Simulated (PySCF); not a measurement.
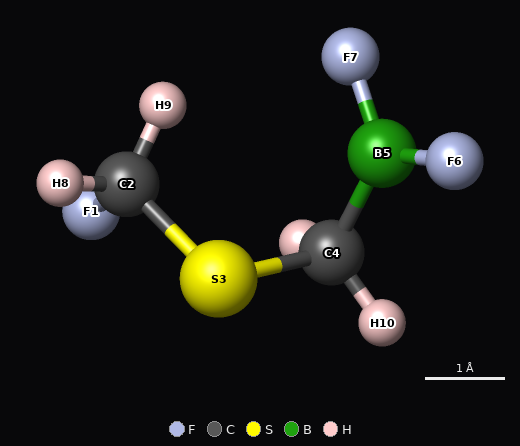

Figure 1. The input geometry (ball-and-stick view, seen at a tilt; atoms are numbered from 1 in the order of the input).

**NMR shielding calculation of C₂H₄BF₃S**

The run: NMR shielding calculation of C₂H₄BF₃S, SMILES FCSCB(F)F. Method and program: GIAO LDA/pcSseg-1 NMR shielding, non-relativistic, gas phase (PySCF 2.14.0).

The geometry comes from this level: PBE0-D3(BJ)/def2-SVP. Figures and captions count atoms from 1; the log counts them from 0 in places.

### The program's output
```
coarse grid: 10624 points
cycle   1  E = -796.9002157920  dE =  6.561e-01  |g| = 7.324e-01  |ddm| = 2.999e+00
cycle   2  E = -796.7035300098  dE =  1.967e-01  |g| = 1.364e+00  |ddm| = 1.195e+00
cycle   3  E = -796.9856419296  dE = -2.821e-01  |g| = 1.202e-01  |ddm| = 7.857e-01
cycle   4  E = -796.9887672901  dE = -3.125e-03  |g| = 4.571e-02  |ddm| = 1.487e-01
cycle   5  E = -796.9891739680  dE = -4.067e-04  |g| = 1.264e-02  |ddm| = 3.979e-02
cycle   6  E = -796.9892050776  dE = -3.111e-05  |g| = 4.263e-03  |ddm| = 1.481e-02
cycle   7  E = -796.9892084570  dE = -3.379e-06  |g| = 1.014e-03  |ddm| = 4.588e-03
final grid: 101672 points
cycle   8  E = -797.0133872710  dE = -6.722e-05  |g| = 8.130e-03  |ddm| = 1.843e-02
cycle   9  E = -797.0133642591  dE =  2.301e-05  |g| = 1.432e-02  |ddm| = 1.380e-02
cycle  10  E = -797.0133984158  dE = -3.416e-05  |g| = 1.479e-03  |ddm| = 8.670e-03
cycle  11  E = -797.0133987816  dE = -3.658e-07  |g| = 3.487e-04  |ddm| = 1.292e-03
cycle  12  E = -797.0133988061  dE = -2.450e-08  |g| = 9.889e-05  |ddm| = 3.094e-04
cycle  13  E = -797.0133988084  dE = -2.226e-09  |g| = 3.420e-05  |ddm| = 1.354e-04
cycle  14  E = -797.0133988087  dE = -2.808e-10  |g| = 4.590e-06  |ddm| = 3.533e-05
```

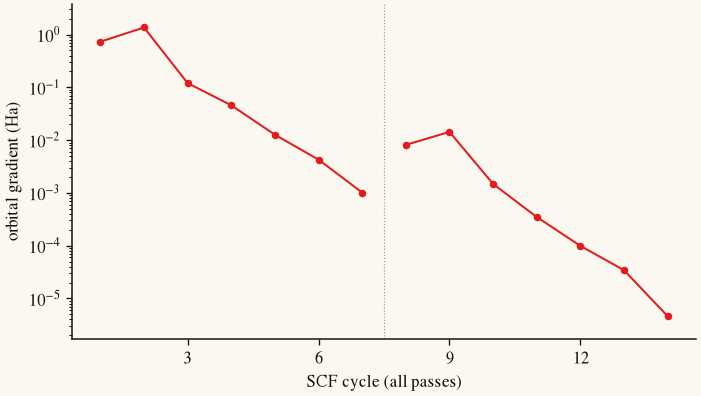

Figure 2. Convergence of the self-consistent field: orbital gradient against the SCF cycle. The dotted line marks the change from a coarse to the final integration grid. The first 7 cycles use a coarse grid, the final grid takes over at cycle 8, and the field converges after 14 cycles in all.

```
converged SCF energy = -797.0133988087

GIAO shielding tensors (ppm)
atom      isotropic    diamagn.    paramagn.     s11        s22        s33       span
  0 F      386.628     472.931     -86.303    309.914    387.941    462.029    152.115
  1 C       85.628     247.029    -161.400     34.316     80.431    142.138    107.823
  2 S      469.445    1056.814    -587.369    316.989    385.007    706.340    389.351
  3 C      169.012     257.040     -88.028    152.288    172.915    181.834     29.545
  4 B       69.452     193.614    -124.162     53.740     73.938     80.679     26.939
  5 F      233.790     466.027    -232.237     85.883    272.476    343.011    257.128
  6 F      229.342     469.611    -240.270     68.247    272.836    346.942    278.696
  7 H       25.328      27.637      -2.309     19.672     25.843     30.468     10.795
  8 H       25.015      29.492      -4.477     19.413     26.903     28.730      9.316
  9 H       29.181      29.666      -0.485     24.223     26.557     36.763     12.540
 10 H       28.628      30.904      -2.275     23.471     27.610     34.803     11.332
```

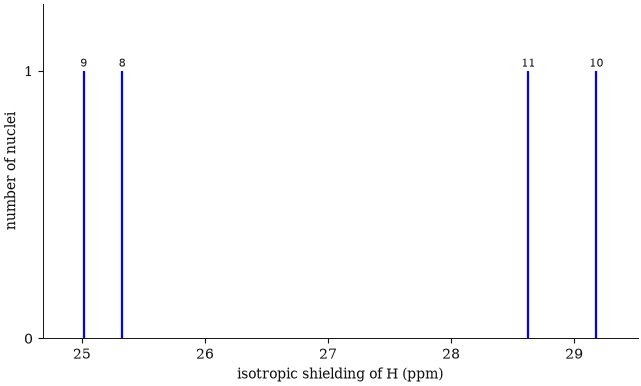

Figure 3. Isotropic shieldings of the hydrogen nuclei in this fixed geometry, labelled by atom number; shielding grows to the right, so chemical shift grows to the left. The least shielded is H9 (25.0 ppm), the most shielded H10 (29.2 ppm).

The run was set up as follows.

### The input
```
{"job": {"kind": "nmr", "xc": "LDA", "basis": "pcSseg-1", "pop": false}, "charge": 0, "multiplicity": 1}
F      1.785854    -1.585148     0.526021
C      1.660607    -0.245305     0.303724
S      0.726508     0.115205    -1.186537
C     -0.945940    -0.409706    -0.632734
B     -1.424823     0.828050     0.183934
F     -2.071263     1.829156    -0.382074
F     -1.143712     0.957064     1.473252
H      2.655221     0.202157     0.145466
H      1.180670     0.214495     1.182028
H     -1.530563    -0.576620    -1.547392
H     -0.854413    -1.354926    -0.081256
```

The first line tells a small driver script what to run in PySCF; the rest is the geometry in Å.

Launch command:
```bash
OMP_NUM_THREADS=1 python <driver script> task.json out
```

### Results in brief

| quantity | value |
| --- | --- |
| outcome | converged |
| total energy | −797.013399 hartree |
| HOMO | −6.25 eV |
| LUMO | −1.68 eV |
| dipole moment | 0.29 D |
| isotropic shielding, F | 229.3 to 386.6 ppm |
| isotropic shielding, C | 85.6 to 169.0 ppm |
| isotropic shielding, S | 469.4 ppm |
| isotropic shielding, B | 69.5 ppm |
| isotropic shielding, H | 25.0 to 29.2 ppm |
| hardware | 1 CPU thread, shared host |
| wall time | 21 s |
| peak memory | 0.82 GiB |
